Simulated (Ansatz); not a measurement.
## TaN, response to strain

Base system: TaN (space group P-6m2, No. 187; a = 2.9362 Å, c = 2.8849 Å).

Strains are applied to the cell and any free atomic positions relax.

Computed with Ansatz (a program for electronic structure), r2SCAN, PAW, cutoff 500 eV, spin-orbit coupling left out, earlier PAW set.

Notes on the quantities. energy relative to the base: free energy F.

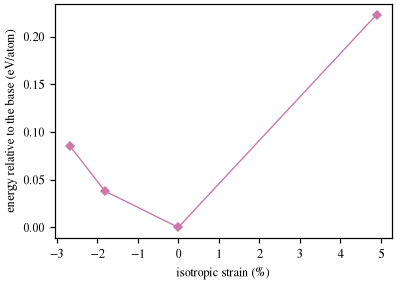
Figure. Energy relative to the base against isotropic strain

```
isotropic strain (%)  energy relative to the base
--------------------  ---------------------------
-2.67                                +85 meV/atom
-1.81                                +38 meV/atom
4.89                               +0.223 eV/atom
```

The mesh was chosen for an insulator and is coarse for the gapless case. Stability against distortions was not tested. The final runs are not spin-polarised. This is not the structure that TaN has at room temperature and ambient pressure.
